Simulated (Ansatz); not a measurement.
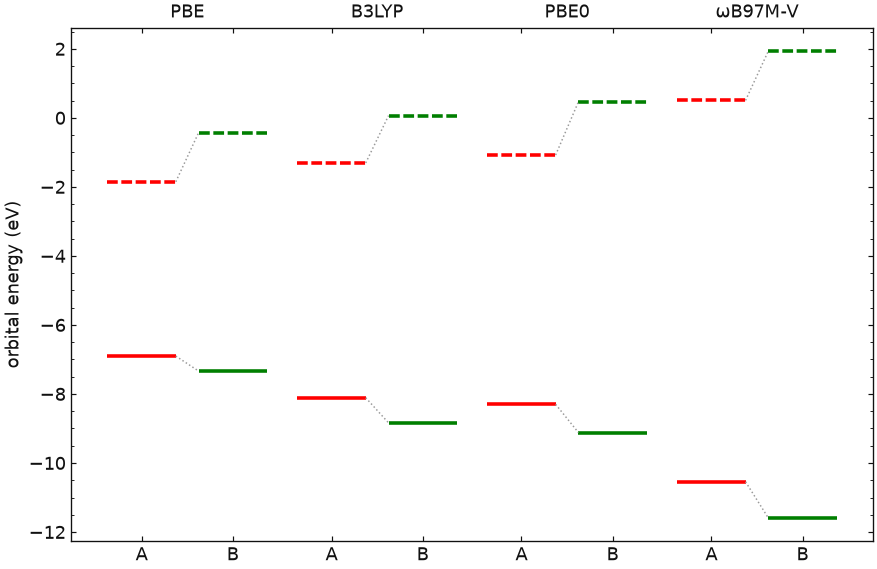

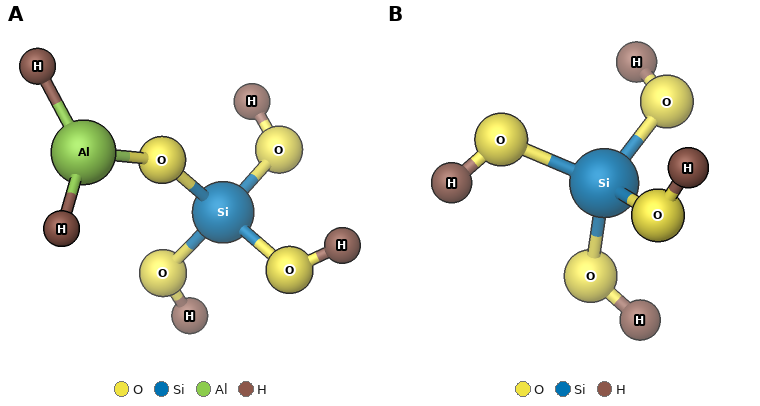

One change: A, AlSiH₅O₄ (SMILES O[Si](O)(O)[O][AlH2]), becomes B, SiH₄O₄ (SMILES O[Si](O)(O)O). AlH₂ on O is replaced by H. HOMO (solid) and LUMO (dashed) computed in def2-TZVPP at PBE0-D4/def2-TZVP geometries, both minima by their frequencies, gas phase, the Ansatz code. Empty levels above zero depend strongly on the basis.

Question: What does the change do to HOMO and LUMO?

Answer: PBE: the HOMO falls by 0.43 eV, the LUMO rises by 1.42 eV, and the separation goes from 5.05 to 6.91 eV. B3LYP: the HOMO falls by 0.73 eV, the LUMO rises by 1.37 eV, and the separation goes from 6.80 to 8.90 eV. PBE0: the HOMO falls by 0.82 eV, the LUMO rises by 1.54 eV, and the separation goes from 7.22 to 9.58 eV. ωB97M-V: the HOMO falls by 1.05 eV, the LUMO rises by 1.43 eV, and the separation goes from 11.05 to 13.53 eV.

Question: Do the functionals agree on the effect?

Answer: They agree on the direction for both levels; the HOMO shift lies between −1.05 and −0.43 eV and the LUMO shift between 1.37 and 1.54 eV, while the separations themselves differ by up to 6.6 eV between functionals.

Caveats: one conformer of each flexible molecule.
